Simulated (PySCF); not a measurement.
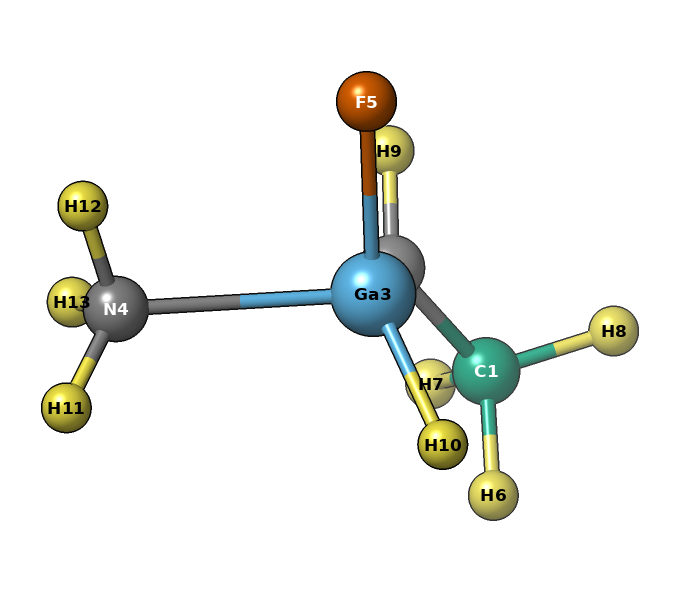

N2 lies behind Ga3. The molecule seen nearly along the Ga3–N2 bond, Ga3 in front. Depth is shown by fading: the farther an atom, the more it takes the colour of the background. Computed geometry: PBE0-D3(BJ)/def2-SVP optimisation. No frequency run is at hand to confirm it as a minimum.

**What is the torsion angle F5–Ga3–N2–C1? The sign is positive where the front bond must turn clockwise to cover the back bond.**

143°, anticlinal.
